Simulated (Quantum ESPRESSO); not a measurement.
# Convergence test for NiH₃ (P6_3/mmc, 8 atoms in the cell)

```cif
data_H6Ni2
_chemical_formula_sum 'Ni2 H6'
_space_group_name_H-M_alt 'P63/mmc'
_space_group_IT_number 194
_space_group_name_Hall '-P 6c 2c'
_cell_length_a 5.10811
_cell_length_b 5.10811
_cell_length_c 2.34043
_cell_angle_alpha 90.000
_cell_angle_beta 90.000
_cell_angle_gamma 120.000
loop_
_atom_site_label
_atom_site_type_symbol
_atom_site_symmetry_multiplicity
_atom_site_Wyckoff_symbol
_atom_site_fract_x
_atom_site_fract_y
_atom_site_fract_z
_atom_site_occupancy
Ni1 Ni 2 d 0.66667 0.33333 0.25000 1
H1 H 6 h 0.20956 0.41911 0.25000 1
```

Computed with LDA (PZ), PSlibrary ultrasoft (LDA) pseudopotentials (plane waves; Quantum ESPRESSO).

The starting cell comes from a database of computed structures (which also holds hypothetical and non-ambient phases and stackings), without a prior relaxation at this level. Spin polarisation is off.

Held fixed: ecutwfc = 55 Ry; ecutrho = 330 Ry; occupations = smearing; smearing = cold; degauss = 0.0036749 Ry; potentials = {Ni: Ni.pz-n-rrkjus_psl.1.0.0.UPF, H: H.pz-rrkjus_psl.1.0.0.UPF}; conv_thr = 1e-09 Ry; mixing_beta = 0.7.

ΔF is the free energy per atom less that of the last row (automatic 18 18 34 0 0 0).

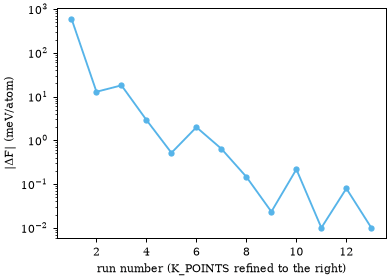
Figure. Size of the energy error against the last run of the series; values under 0.01 meV/atom are drawn at 0.01.

```
K_POINTS                  ΔF (meV/atom)  pressure (GPa)  largest force (eV/Å)  k-points  iterations
------------------------  -------------  --------------  --------------------  --------  ----------
automatic 1 1 1 0 0 0            -600.6          -15.49                 1.435         1          10
automatic 2 2 3 0 0 0              12.8            0.84                 0.075         4          11
automatic 3 3 4 0 0 0              18.0           -0.57                 0.248         9           9
automatic 3 3 5 0 0 0               2.9           -0.57                 0.197         9          11
automatic 4 4 6 0 0 0             -0.52           -0.51                 0.142        16          11
automatic 4 4 8 0 0 0              1.99           -0.56                 0.169        20           9
automatic 5 5 9 0 0 0              0.64           -0.56                 0.167        25          11
automatic 6 6 11 0 0 0            -0.15           -0.77                 0.193        42           9
automatic 7 7 13 0 0 0            -0.02           -0.68                 0.189        56          11
automatic 8 8 15 0 0 0             0.22           -0.69                 0.188        80          11
automatic 10 10 18 0 0 0           0.00           -0.68                 0.186       140          11
automatic 12 12 22 0 0 0          -0.08           -0.71                 0.190       228          11
automatic 15 15 27 0 0 0           0.01           -0.69                 0.187       378          11
automatic 18 18 34 0 0 0           0.00           -0.70                 0.189       666          11
```

Pressure within 1 GPa of the last row: from K_POINTS = automatic 3 3 4 0 0 0 on; the one before it is off by 1.5 GPa. The value it settles on is -0.7 GPa at this level of theory and with the other settings as held.

Energy within 5 meV/atom of the last row: from K_POINTS = automatic 3 3 5 0 0 0 on; the one before it is off by 18 meV/atom.
